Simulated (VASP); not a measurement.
Band structure of NbN (rock salt). These are vdW-DF2, VASP's PBE PAW potentials (set 64) (plane waves; VASP 6.6.1) values and carry that method's errors.

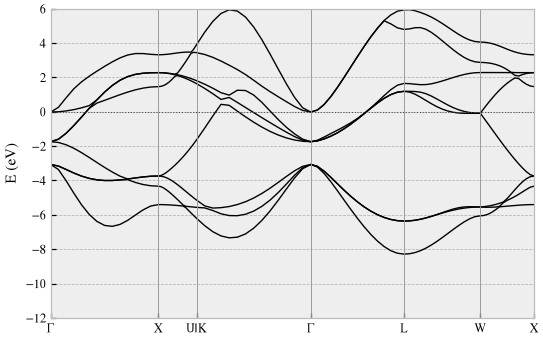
*Bands along high-symmetry lines, zero at the valence-band maximum or, without a gap, the Fermi level*

Read the plot: is there a gap, and where are the band edges?

It has no gap at this level: it comes out as a metal or semimetal. (Edges off the drawn lines would not show.)

The compound is NbN in the rock salt structure, the cubic δ form, which competes with hexagonal ones. It was relaxed first, which changed the volume by +9 %.
